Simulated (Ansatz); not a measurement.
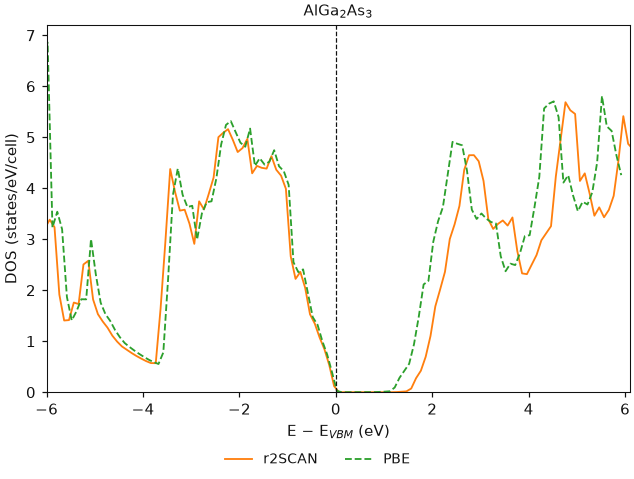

Total densities of states of AlGa2As3, space group I-4m2, 6 atoms in the cell, by two methods on the same cell. Each is counted from its own valence-band top.

**What changes from one method to the other?**

r2SCAN gives a gap of 1.13 eV and PBE gives a gap of 0.64 eV.

Settings. r2SCAN: DFT r2SCAN, scalar-relativistic, plane waves, PAW, no spin polarisation, 10×10×10 k mesh, 500 eV cutoff (Ansatz). PBE: DFT PBE, scalar-relativistic, plane waves, PAW, no spin polarisation, 10×10×10 k mesh, 420 eV cutoff (Ansatz 0.2.0).

The structure is an invented one, so it need not be a known or stable phase.
